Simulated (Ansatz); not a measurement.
Take ZnO in the wurtzite structure (space group P6_3mc, No. 186; a = 3.235 Å, c = 5.211 Å) as the base. Axes: x lies along a and z along c of the hexagonal cell.

Structures relaxed with plane-wave PAW DFT at the r2SCAN level (Ansatz, an electronic-structure program, 500 eV), without spin-orbit coupling.

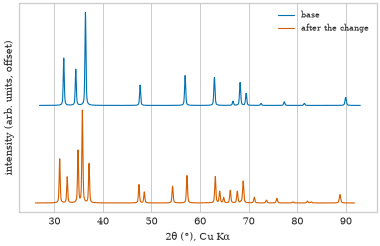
Figure: Simulated powder patterns before (top) and after one change

What was done to the base?
A. uniaxial stress, 5 GPa tension along x
B. uniaxial strain ε_xx = +4.45 %
C. isotropic strain −0.75 %
D. biaxial strain +2.06 %, plane normal [001], relaxed out of plane

A, uniaxial stress, 5 GPa tension along x. Its volume per atom is 11.91 Å³ against 11.81 Å³, and its space group is Cmc2_1 (No. 36).

Stability under load was not tested beyond the relaxation.
